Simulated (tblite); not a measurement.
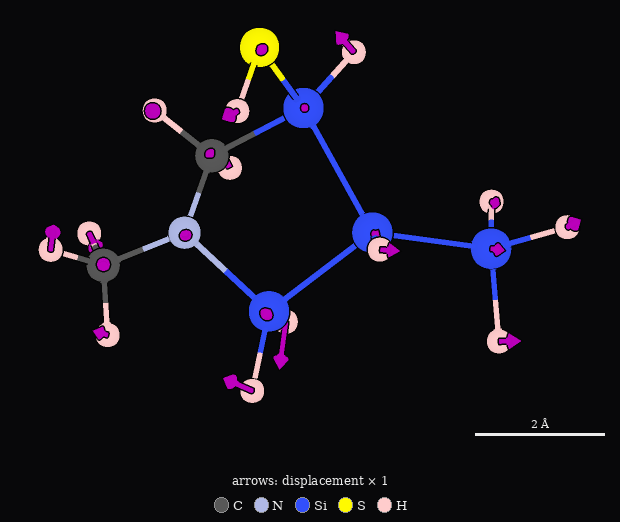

This is a relaxation of C$_{2}$H$_{13}$NSSi$_{4}$. The starting structure is drawn; purple arrows show the displacements, at their true length. The two geometries are superimposed by the best rigid fit.

A ball-and-stick model, seen at a tilt.

Method: GFN2-xTB geometry optimisation, gas phase (tblite 0.8.0). 

Question: Which element moves most?

Answer: Hydrogen: up to 0.92 Å, against 0.30 Å for carbon.

Question: What did the optimiser do to the structure, and how much energy did it gain?

Answer: The largest move after the best rigid fit is that of an H atom, 0.92 Å. By element the largest moves are H 0.92 Å, C 0.30 Å, Si 0.30 Å, N 0.25 Å, S 0.25 Å. Near-neighbour distances that change, for instance: Si–Si 2.202 → 2.320 Å, Si–Si 2.241 → 2.327 Å, N–Si 1.808 → 1.726 Å, Si–Si 2.257 → 2.333 Å. Among the angles between lasting bonds that change: C–N–Si 107.3° → 125.3°, Si–Si–H 111.7° → 128.0°, S–Si–H 114.1° → 99.3°. Groups turn about S–Si by about 25°, Si–Si by about 25°. After 136 geometry steps the energy has fallen by 113.7 kJ/mol. The run took 3 s on 1 thread of Arm Neoverse N1, on a shared host.
